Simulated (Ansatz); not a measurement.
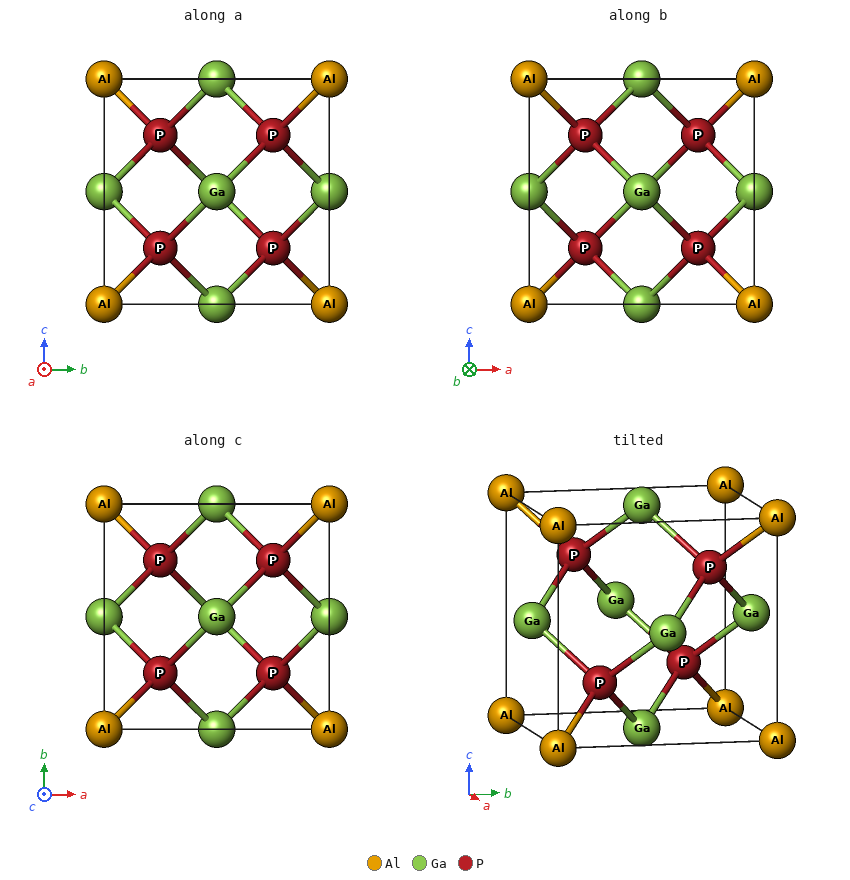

Drawn in the ball-and-stick manner and seen along the a axis, along the b axis, along the c axis and slightly off an axis. The conventional unit cell is outlined; an atom on or near a face, edge or corner is repeated at each equivalent position.

Lattice parameters: a = 5.5072 Å, b = 5.5072 Å, c = 5.5072 Å, α = 90.000°, β = 90.000°, γ = 90.000°.

Express the structure as a CIF with its space group and independent sites.

Answer.
```cif
data_structure
_symmetry_space_group_name_H-M 'P -4 3 m'
_symmetry_Int_Tables_number 215
_cell_length_a 5.5072
_cell_length_b 5.5072
_cell_length_c 5.5072
_cell_angle_alpha 90.000
_cell_angle_beta 90.000
_cell_angle_gamma 90.000
_cell_volume 167.03
loop_
_atom_site_label
_atom_site_type_symbol
_atom_site_symmetry_multiplicity
_atom_site_Wyckoff_symbol
_atom_site_fract_x
_atom_site_fract_y
_atom_site_fract_z
_atom_site_occupancy
Al1 Al 1 a 0.0000 0.0000 0.0000 1
Ga1 Ga 3 c 0.5000 0.0000 0.5000 1
P1 P 4 e 0.7505 0.2495 0.2495 1
```

The cell started as a structure type filled with these elements by a generator (whether the compound takes this form wasn't checked). What is shown is the relaxed result from Ansatz 0.2.0, DFT PBE, scalar-relativistic, plane waves, PAW.
